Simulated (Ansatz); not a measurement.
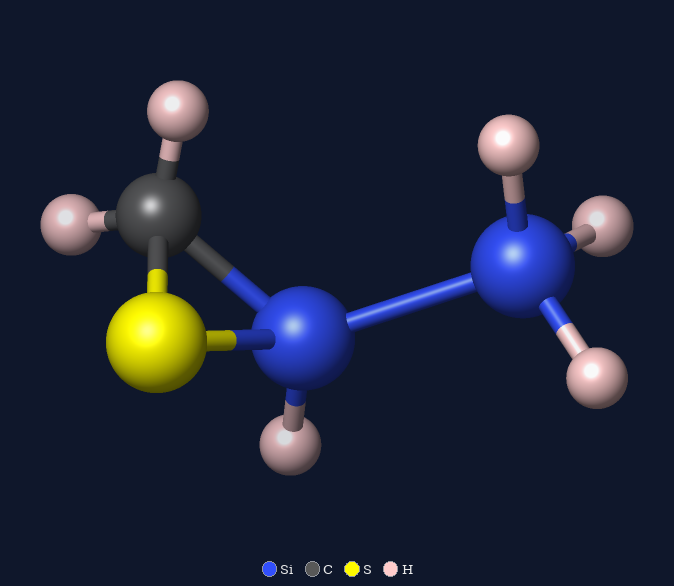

The geometry was computed by an optimisation with PBE0-D4/def2-TZVP. Program: Ansatz 0.2.0.

Compare HOMO–LUMO gap (eV), HOMO energy (eV) at these levels: B3LYP-D4/def2-TZVPP; B97M-V/def2-TZVPP; BLYP-D4/def2-TZVPP; SPW92 (LDA)/def2-TZVPP; r2SCANh-D4/def2-TZVPP; ωB97M-V/def2-TZVPP.

```json
{"level": "B3LYP-D4/def2-TZVPP", "HOMO–LUMO gap (eV)": "5.63", "HOMO energy (eV)": "−6.61"}
{"level": "B97M-V/def2-TZVPP", "HOMO–LUMO gap (eV)": "4.53", "HOMO energy (eV)": "−6.06"}
{"level": "BLYP-D4/def2-TZVPP", "HOMO–LUMO gap (eV)": "4.06", "HOMO energy (eV)": "−5.52"}
{"level": "SPW92 (LDA)/def2-TZVPP", "HOMO–LUMO gap (eV)": "4.00", "HOMO energy (eV)": "−5.80"}
{"level": "r2SCANh-D4/def2-TZVPP", "HOMO–LUMO gap (eV)": "5.22", "HOMO energy (eV)": "−6.37"}
{"level": "ωB97M-V/def2-TZVPP", "HOMO–LUMO gap (eV)": "9.96", "HOMO energy (eV)": "−9.00"}
```
